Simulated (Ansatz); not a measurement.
# CH7NSi3: single-point calculation

- system: CH7NSi3
- method: UKS RPBE-d4/def2-TZVP (Ansatz 0.2.0)

Some settings of this run were made unusual or wrong on purpose. The geometry comes from this level: PBE0-D4/def2-TZVP.

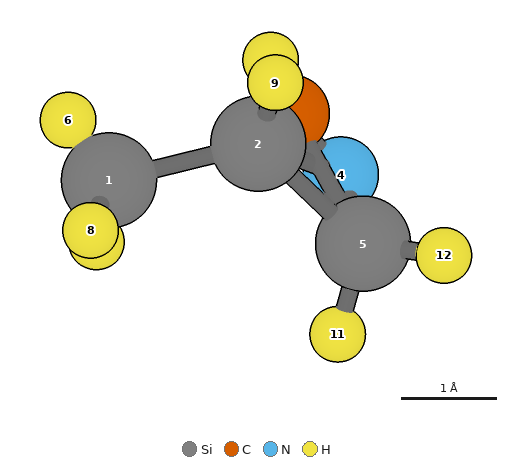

**Figure 1.** The input geometry (ball-and-stick view, seen at a tilt; atoms are numbered from 1 in the order of the input).

## Input
```yaml
crystal:
  periodic: [false, false, false]
  atoms:
    - {symbol: Si, position_ang: [-1.251534, 0.755326, 0.456750]}
    - {symbol: Si, position_ang: [0.129064, -0.085853, 0.544126]}
    - {symbol: C, position_ang: [0.971294, 0.392210, -0.207878]}
    - {symbol: N, position_ang: [1.111014, -0.160851, -0.908734]}
    - {symbol: Si, position_ang: [0.534907, -1.144898, -0.639133]}
    - {symbol: H, position_ang: [-1.175910, 1.427064, 0.821771]}
    - {symbol: H, position_ang: [-1.477109, 0.805153, -0.464986]}
    - {symbol: H, position_ang: [-2.024551, 0.172791, 0.881462]}
    - {symbol: H, position_ang: [0.349062, -0.219840, 1.542651]}
    - {symbol: H, position_ang: [1.306130, 1.053645, -0.209439]}
    - {symbol: H, position_ang: [-0.113010, -1.362917, -1.408436]}
    - {symbol: H, position_ang: [0.916304, -2.007929, -0.409102]}
basis:
  gaussian: {orbitals: def2-TZVP}
magnetization: {spin_polarized: true, initial_magnetization: 0}
hamiltonian: {xc: {name: RPBE}, dispersion: d4}
scf: {lower_state_search: light}
```

Launched with:
```bash
ansatz run in.yaml --threads 4 --pin off --events-out ev --progress --plain --max-ram 10444MiB
```

## The program's output
```
Functional definition: RPBE
  name "RPBE"
  cite "Hammer, Hansen & Nørskov, Phys. Rev. B 59, 7413 (1999) doi:10.1103/PhysRevB.59.7413"
  cite "Perdew, Burke & Ernzerhof, Phys. Rev. Lett. 77, 3865 (1996) doi:10.1103/PhysRevLett.77.3865"
  parameter kappa = 0.804
  parameter beta = 0.06672455060314922
  exchange = rpbe_x(kappa = kappa, mu = beta*pi^2/3)
  correlation = pbe_c(beta = beta)
1399 factors; their error is unknown
mean field evaluation 1: about -26126.6212 eV, gradient 1.1e2 eV
mean field evaluation 2: about -25683.1985 eV, gradient 2.7e2 eV
mean field evaluation 4: about -26141.5998 eV, gradient 7.4e1 eV
mean field evaluation 8: about -26172.4921 eV, gradient 5.6e-1 eV
mean field evaluation 16: about -26172.4647 eV, gradient 6.5e-4 eV
mean field -26172.46474643 eV, -961.8203390977 hartree, gradient 2.4e-5 eV, S^2 0.000000; 0 other end points of the search recorded, 0 dependent functions left out
reference -26172.46479356 eV, -961.8203408296 hartree; 31, 31 occupied and 184, 184 virtual orbitals, 1399 factors
Total energy: -26174.01629261 eV, -961.8773573679 hartree
```

## What the run reported

| quantity | value |
| --- | --- |
| outcome | converged |
| total energy | −26174.0163 eV |
| mean-field energy | −26172.4648 eV |
| dispersion energy | −1.5515 eV |
| SCF solution under orbital rotations | stable |
| hardware | 4 threads of Arm Neoverse V1, 23 GiB of memory available, shared host |
| wall time | 4.7 s (CPU time 17 s) |
| peak memory | 0.37 GiB |

## Diagnosis

The input was spoiled on purpose: squeeze. The run converged all the same; its numbers are those of the faulty input and shouldn't be used.
